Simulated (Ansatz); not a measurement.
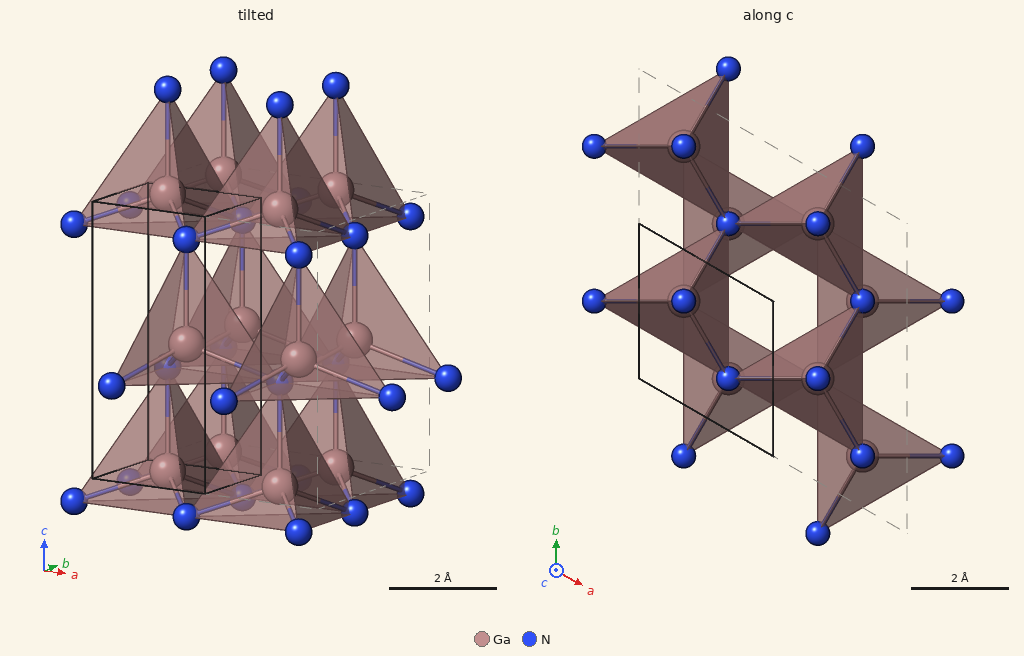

Shown here is a polyhedral view of the crystal, taken slightly off an axis and along the c axis. Solid lines give the conventional unit cell, repeated here 2×2×1 times. A few atoms beyond the faces are included. Cell: a = 3.218 Å, b = 3.218 Å, c = 5.243 Å, α = 90.00°, β = 90.00°, γ = 120.00°.

State composition, symmetry and coordination.

The solid is GaN. The structure has P6_3mc (No. 186) symmetry and a primitive hexagonal lattice. It belongs to the family called wurtzite. The cell comprises 2 formula units: 2 Ga, 2 N. The polyhedra are GaN4 tetrahedra; they share corners. Each Ga has four N in a tetrahedral arrangement at about 2.0 Å. N bonds to four Ga in a tetrahedral arrangement at about 2.0 Å. The bonds build a three-dimensional framework.

The structure comes from a structure listed in the Materials Project. Earlier steps of the study may have refined or changed the cell and positions. An electronic-structure calculation with Ansatz was run on it.
